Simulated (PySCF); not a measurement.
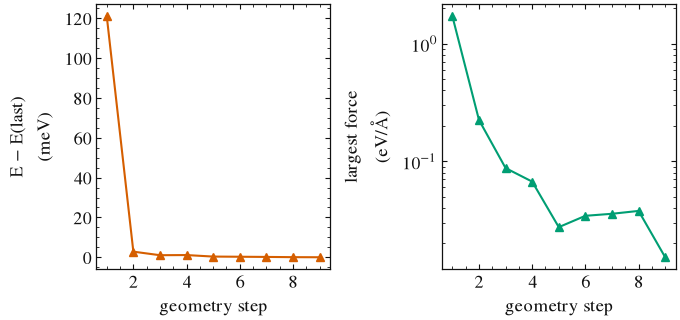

History of a geometry optimisation.

The run: C₇H₁₀OS (SMILES C=C[C@@H]1C=C[S@@](=O)CC1), by PySCF 2.14.0, density fitting, PBE0-D3(BJ)/def2-SVP, geometry optimisation.

How did the optimisation end?

The optimisation met its thresholds at geometry 9, counting the start as the first. The energy fell by about 120 meV from the first step to the last. The largest force goes from about 1.7 eV/Å at the start to 0.015 eV/Å at the end.

By which step was nine tenths of the energy gained?

By step 2 of 9.
